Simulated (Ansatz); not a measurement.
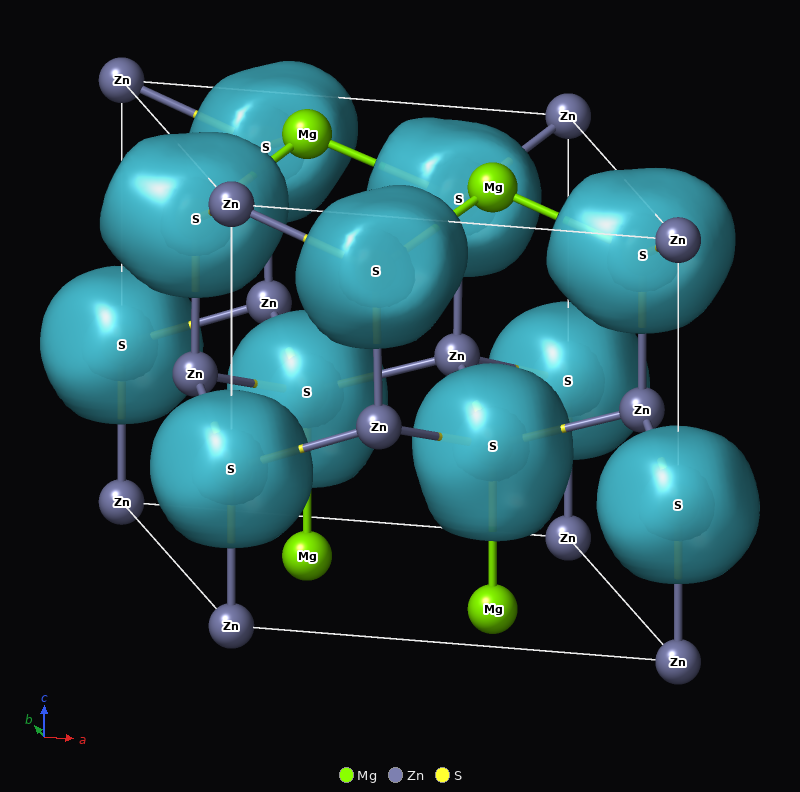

Figure 1: MgZn$_{2}$S$_{3}$. Isosurface of the electron localisation function at 0.7 (cyan), seen slightly off an axis. Core shells and regions of very low density are left out. Sticks mark near contacts.

Space group P31m; a structure generated by program, which may or may not match a known phase.

Computed with DFT PBE, scalar-relativistic, plane waves, PAW in Ansatz 0.2.0.

Core electrons are frozen (PAW), and the valence fields are smoothed inside the atomic spheres.

Input file:

```
crystal:
  lattice:
    - [6.7762916135, 0.0, 0.0]
    - [-3.3881458067, 5.8684406807, 0.0]
    - [0.0, 0.0, 6.3823094227]
  atoms:
    - { symbol: Mg, position: [0.6666666667, 0.3333333333, 0.9984923201] }
    - { symbol: Mg, position: [0.3333333333, 0.6666666667, 0.9984923201] }
    - { symbol: Zn, position: [0.3301365176, 0.0, 0.5002122055] }
    - { symbol: Zn, position: [0.0, 0.3301365176, 0.5002122055] }
    - { symbol: Zn, position: [0.6698634824, 0.6698634824, 0.5002122055] }
    - { symbol: Zn, position: [0.0, 0.0, 0.9995767101] }
    - { symbol: S, position: [0.0, 0.0, 0.3717471419] }
    - { symbol: S, position: [0.6666666667, 0.3333333333, 0.385630017] }
    - { symbol: S, position: [0.3333333333, 0.6666666667, 0.385630017] }
    - { symbol: S, position: [0.3230989938, 0.0, 0.8699295991] }
    - { symbol: S, position: [0.0, 0.3230989938, 0.8699295991] }
    - { symbol: S, position: [0.6769010062, 0.6769010062, 0.8699295991] }
basis:
  ecutwfc: 420
kpoints:
  mp_grid: { grid: [6, 6, 4] }
hamiltonian:
  xc: pbe
scf:
  occupations: { method: fixed }
output:
  forces: true
  stress: true
  eigenvalues: true
  write_density: true
  write_potential: true
  elf: true
  volumetric_format: npy
relax:
  adjacent_minimum: "off"
  f_tol: 0.001
  max_steps: 60
  cell: { stress_tol: 0.01 }
```

Command:

```sh
ansatz run input.yaml --threads 1 --pin off --max-ram 2560MiB --backend cpu --events-out ev --progress --plain --runs-dir out
```

Below, planes, directions and counts refer to the conventional cell (a = 6.78 Å, b = 6.78 Å, c = 6.38 Å, α = 90.00°, β = 90.00°, γ = 120.00°).

> Describe the localisation domains.

The ELF exceeds this value in six regions wrapped around S (the valence shell of each), counted in one cell of 12 atoms. Regions shared between cells count once. Profiles from the grid: Zn–S (2.34 Å): the ELF peaks at about 0.90 in the valence shell of S, 0.8 Å from its nucleus, and is about 0.55 at the midpoint. Mg–S (2.44 Å): the ELF peaks at about 0.90 in the valence shell of S, 0.9 Å from its nucleus, and falls to about 0.05 next to Mg: a largely ionic contact.
